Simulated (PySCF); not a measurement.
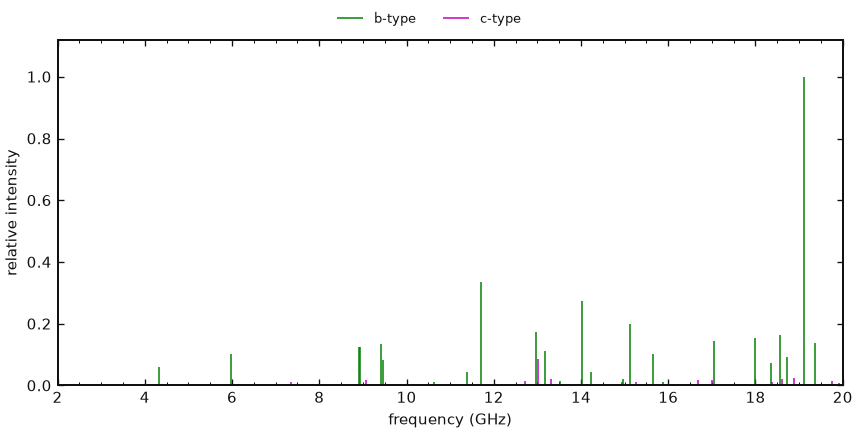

C₃H₄F₂, SMILES F[C@@H]1C[C@@H]1F. Simulated rotational absorption lines between 2 and 20 GHz at 2 K: rigid rotor with the equilibrium constants and dipole of one optimised conformer (PBE0-D3(BJ)/def2-SVP, PySCF 2.14.0), commonest isotopes; no centrifugal distortion, hyperfine structure, internal rotation or nuclear-spin weights; lines within 1 MHz of each other are summed. Lines of different type are drawn apart.

### What are the rotational constants, and what kind of rotor is it?

Rotational constants A, B, C = 8.020, 4.998, 3.695 GHz; Ray's κ = −0.40, an asymmetric top on the prolate side.

### Assign the strongest lines, as J(Ka,Kc).

```
  GHz   upper   lower  type  relative intensity
19.11  2(1,2)  1(0,1)     b                1.00
11.72  1(1,1)  0(0,0)     b                0.34
14.02  2(0,2)  1(1,1)     b                0.27
15.12  3(2,2)  3(1,3)     b                0.20
12.98  2(2,1)  2(1,2)     b                0.17
18.56  3(3,1)  3(2,2)     b                0.16
```

Note: coarse grid, loose stop and no frequency check, small forces are noise and the end may be a saddle.
